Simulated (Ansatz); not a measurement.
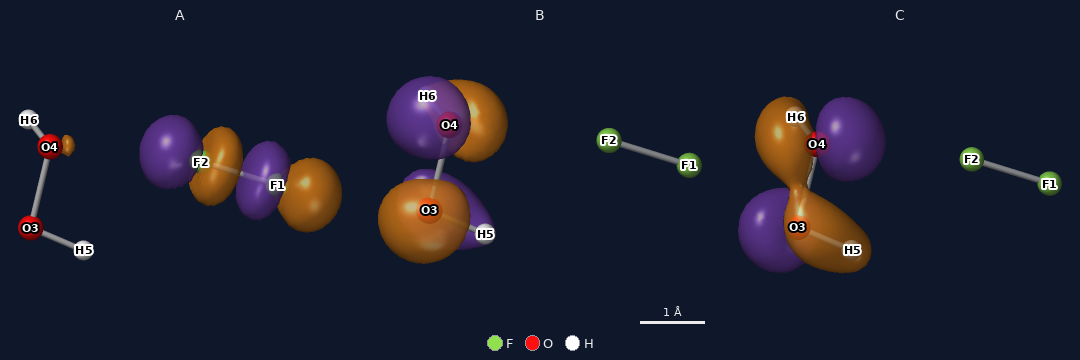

F₂···H₂O₂ (SMILES FF.OO). Three frontier orbitals at ±0.2 Å⁻³ᐟ² (orange and purple are the two phases), in no order.

Geometry: PBE0-D4/def2-TZVP.

Computed with RKS PBE0-D4/def2-TZVPPD in Ansatz 0.2.0.

Input file:

```
crystal:
  periodic: [false, false, false]
  atoms:
    - {symbol: F, position_ang: [-0.477538, -0.297334, -2.737040]}
    - {symbol: F, position_ang: [0.145786, -0.083117, -1.519961]}
    - {symbol: O, position_ang: [-0.394571, -0.319948, 1.484408]}
    - {symbol: O, position_ang: [0.828758, 0.190732, 0.963565]}
    - {symbol: H, position_ang: [-0.826788, -0.625897, 0.676843]}
    - {symbol: H, position_ang: [0.724253, 1.135563, 1.132286]}
basis:
  gaussian: {orbitals: "def2-TZVPPD.json"}
hamiltonian: {xc: pbe0, dispersion: d4}
output: {orbitals: {seedname: orbitals}}
```

Run with:

```sh
ansatz run in.yaml --threads 4 --pin off --events-out ev --progress --plain --max-ram 9574MiB
```

Order the three orbitals by energy and name them.

Answer. C is the HOMO−1 (−9.43 eV). Its weight (Hirshfeld) is mainly on O4 (about 45 %) and O3 (about 45 %). B is the HOMO (−8.38 eV). Its weight (Hirshfeld) is mainly on O3 (about 50 %) and O4 (about 45 %); π-antibonding (π*) across O3–O4. A is the LUMO (−3.45 eV). By Hirshfeld shares it lies mainly on F1 (about 50 %) and F2 (about 45 %).

What is the HOMO–LUMO gap?

Answer. 4.93 eV between the orbital energies.
